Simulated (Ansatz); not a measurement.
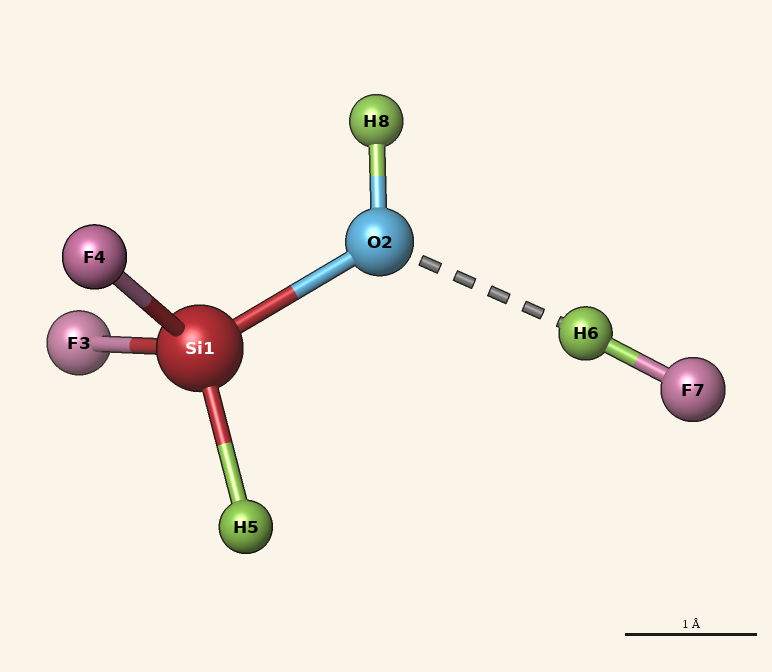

Broken lines mark hydrogen bonds. The computed structure is the end point of a PBE0-D4/def2-TZVP optimisation.

Give donor, acceptor, H···A distance and D–H···A angle of each hydrogen bond.

```json
{"D–H···A": "F7–H6···O2", "D–H (Å)": "0.93", "H···A (Å)": "1.74", "angle (°)": "176", "kind": "intermolecular"}
```
